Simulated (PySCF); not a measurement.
# BH4O− (SMILES [BH3-]O): B3LYP/STO-6G

Aim: the vertical ionisation energy of BH4O− at B3LYP/STO-6G, from 2 runs. The job is set up through a Python script.

The results are computed with PySCF 2.14.0.

6 further runs of the same task are left out: 6 set aside as unsound or not needed.

## (1) Starting point

BH4O− has 6 atoms, charge -1, and is taken as a singlet. As SMILES, `[BH3-]O`. The shape is that of a GFN2-xTB optimisation.

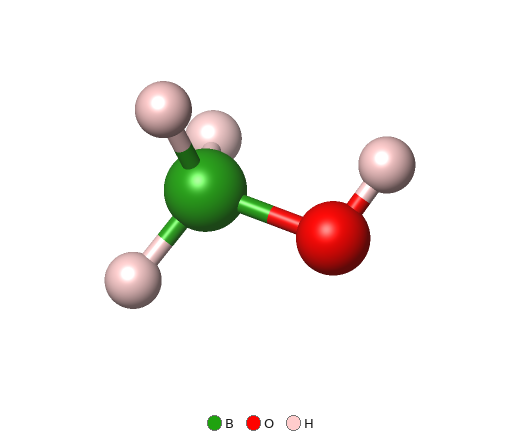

Viewed from a chosen angle; boron green, oxygen red, hydrogen pink.

## (2) The energy at B3LYP/STO-6G

File calc.py:

```python
from pyscf import gto, dft

mol = gto.M(
    atom=[
    ('B', (-0.074670, -0.173680, -0.316420)),
    ('O', (-0.013550, 1.016190, 0.603980)),
    ('H', (1.062740, -0.650510, -0.499740)),
    ('H', (-0.542300, 0.195170, -1.379270)),
    ('H', (-0.789000, -1.072510, 0.169030)),
    ('H', (0.356770, 0.685330, 1.422430)),
],
    charge=-1,
    basis='sto-6g',
    verbose=3,
    max_memory=1860,
)

myscf = dft.RKS(mol, xc='b3lyp')
myscf.conv_tol = 1e-10
myscf.grids.level = 5
myscf.kernel()
if not myscf.converged:
    myscf = myscf.newton().run(myscf.mo_coeff, myscf.mo_occ)

etot = myscf.e_tot
print(f'total energy: {etot:.8f} hartree')
```

Command:

```console
$ OMP_NUM_THREADS=1 python calc.py
```

Log:

```text
converged SCF energy = -102.004156676137
total energy: -102.00415668 hartree
```

It took 2.4 s on 1 thread of Arm Neoverse V2, shared host; peak memory 0.18 GiB.

## (3) Doublet neutral BH4O

File input.py:

```python
from pyscf import gto, dft

mol = gto.M(
    atom=[
    ('B', (-0.074670, -0.173680, -0.316420)),
    ('O', (-0.013550, 1.016190, 0.603980)),
    ('H', (1.062740, -0.650510, -0.499740)),
    ('H', (-0.542300, 0.195170, -1.379270)),
    ('H', (-0.789000, -1.072510, 0.169030)),
    ('H', (0.356770, 0.685330, 1.422430)),
],
    spin=1,
    verbose=3,
    max_memory=1860,
    basis='sto-6g',
)

calc0 = dft.UKS(mol, xc='b3lyp')
calc0.conv_tol = 1e-10
calc0.grids.level = 5
calc0.kernel()
if not calc0.converged:
    calc0 = calc0.newton().run(calc0.mo_coeff, calc0.mo_occ)

energy = calc0.e_tot
print(f'total energy: {energy:.8f} hartree')
```

Command:

```console
$ OMP_NUM_THREADS=1 python input.py
```

Log:

```text
converged SCF energy = -102.029870210254  <S^2> = 0.75371637  2S+1 = 2.0037129
total energy: -102.02987021 hartree
```

It took 4.2 s on 1 thread of Arm Neoverse V2, shared host; peak memory 0.18 GiB.

## (4) Results

At B3LYP/STO-6G:

```
                                                            quantity          value
                                         singlet BH4O−: total energy  -102.00416 Eh
                                          singlet BH4O−: HOMO energy        4.93 eV
                                          singlet BH4O−: LUMO energy       17.77 eV
singlet BH4O−: HOMO–LUMO gap (to an unbound level, set by the basis)       12.84 eV
                                  doublet neutral BH4O: total energy  -102.02987 Eh
                                 doublet neutral BH4O: dipole moment         2.95 D
            doublet neutral BH4O: HOMO energy (highest over α and β)       -6.37 eV
             doublet neutral BH4O: LUMO energy (lowest over α and β)       -3.30 eV
                                          doublet neutral BH4O: ⟨S²⟩          0.754
                 vertical detachment energy (to the doublet neutral)      -0.700 eV
```

What this shows: The species is unbound against losing an electron at this level, by 0.70 eV (−67.5 kJ/mol); missing correlation or diffuse functions can give that sign where the real anion is bound. In a minimal basis such a difference can be off by several eV, whatever the method. The HOMO (singlet BH4O−) lies at positive energy, 4.93 eV; only total energies tell whether the electron is bound.
